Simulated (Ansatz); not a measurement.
# CH₃F₂OSi (charge +1): what the fields show

Input

```
crystal:
  periodic: [false, false, false]
  atoms:
    - {symbol: C, position_ang: [-1.987919, 0.445751, 1.454953]}
    - {symbol: F, position_ang: [-1.599068, -1.558855, -1.451912]}
    - {symbol: F, position_ang: [-3.563601, 0.138673, -1.017336]}
    - {symbol: O, position_ang: [-1.373590, 0.271429, 0.395495]}
    - {symbol: Si, position_ang: [-2.007207, -0.046010, -1.273331]}
    - {symbol: H, position_ang: [-1.388539, 0.605907, 2.360912]}
    - {symbol: H, position_ang: [-3.088233, 0.441265, 1.481556]}
    - {symbol: H, position_ang: [-1.359034, 0.935431, -2.137604]}
basis:
  gaussian: {orbitals: def2-TZVPD}
total_charge: 1
hamiltonian: {xc: pbe0}
output: {forces: true, orbitals: {seedname: orbitals}}
```

Command:

```sh
ansatz run input.yaml --threads 1 --pin off --max-ram 2610MiB --events-out events.jsonl --progress --plain --runs-dir runs
```

Geometry: PBE0-D3(BJ)/pcseg-1.

Level of theory: isolated molecule in a Gaussian basis; Kohn-Sham density functional theory, functional PBE0 (Ansatz).

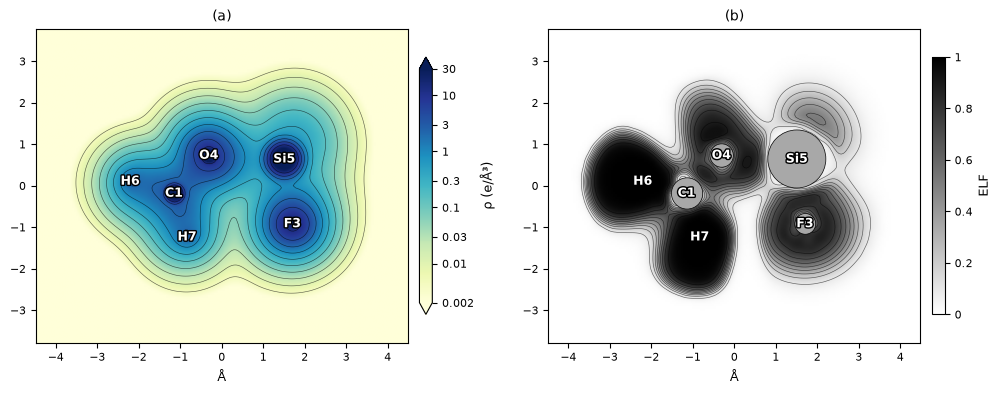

Figure 1. (a) electron density; (b) ELF on the plane of atoms C1, O4 and Si5. Grey discs cover the atomic cores in the ELF map.

**What do the fields say about this system?**

The section cuts through C, F, O, Si and H sites. C–O (1.24 Å): ρ is about 3.1 e/Å³ halfway; the ELF peaks at about 0.85 between the atoms: a short, strongly polar bond. Si–F (1.59 Å): the density is about 1.2 e/Å³ at the midpoint; the ELF peaks at about 0.85 in the valence shell of F, 0.6 Å from its nucleus, and is about 0.40 at the midpoint. Si–O (1.81 Å): ρ at the midpoint is about 0.81 e/Å³; the ELF peaks at about 0.90 between the atoms: a polar covalent bond. C–H (1.10 Å): ρ is about 2.2 e/Å³ halfway; the ELF climbs to about 1 towards the hydrogen, as it does in any bond to H: a covalent bond by its length. The ELF also peaks beside F3 and O4, away from the bonds: lone-pair regions.

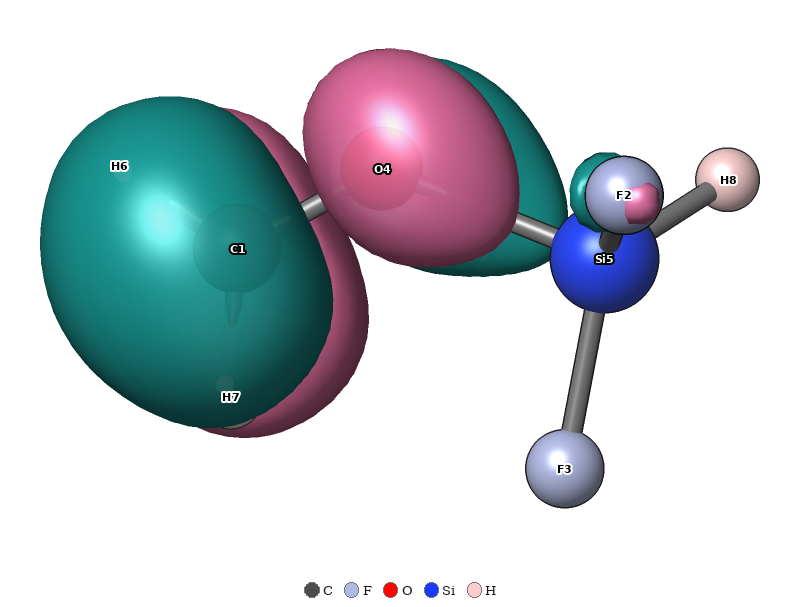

Figure 2. The LUMO at ±0.1 Å⁻³ᐟ² (teal and pink are the two phases), seen at a tilt.

**What is the character of this orbital?**

It lies mainly on C1 (about 60 %), O4 (about 25 %) and H7 (about 5 %). Its energy is −9.17 eV.

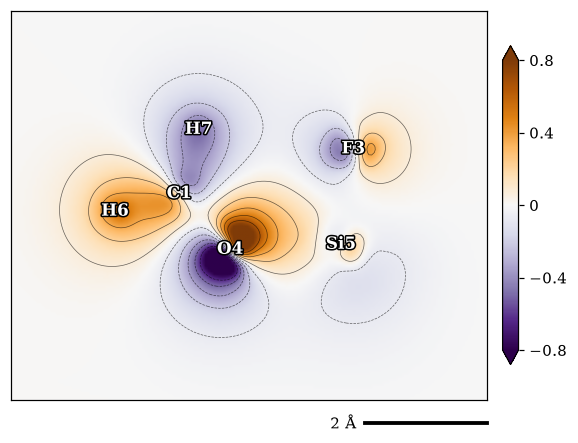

Figure 3. The HOMO on the plane of atoms O4, C1 and H7 (values in Å⁻³ᐟ²; the overall sign is arbitrary).

**Describe this orbital and give its energy.**

Its weight (Hirshfeld) is mainly on O4 (about 40 %), C1 (about 15 %), Si5 (about 10 %), H6 (about 10 %), H7 (about 10 %) and H8 (about 10 %). Its energy is −16.54 eV.
